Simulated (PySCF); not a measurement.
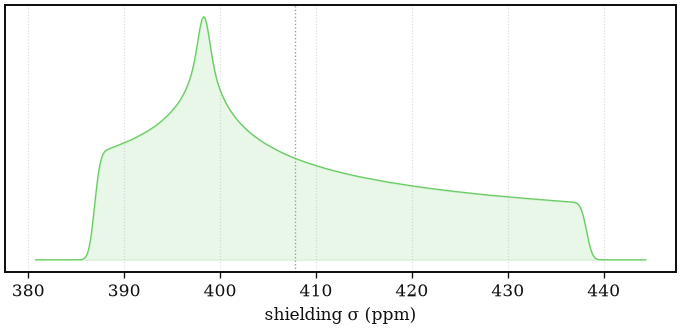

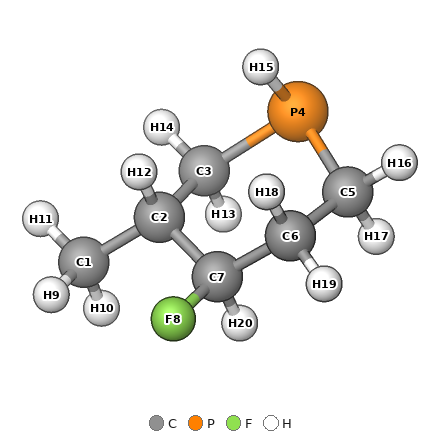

Static powder pattern (³¹P) from GIAO shielding tensors of C₆H₁₂FP, SMILES C[C@@H]1CPCC[C@H]1F, PBE0/pcSseg-1 (IEF-PCM chloroform) in PySCF, at a PBE0-D3(BJ)/def2-SVP geometry (no frequency check); absolute shielding, one fixed geometry of the isolated molecule without any motion, no dipolar terms. The dotted line is the isotropic value; skew is 3(σiso − σ22)/span.

The pattern belongs to P4. Give the principal values, span and skew.

P4: σ11, σ22, σ33 = 387, 398, 438 ppm, isotropic 408, span 51 ppm, skew 0.56.

Caveats: one conformer of a flexible molecule.
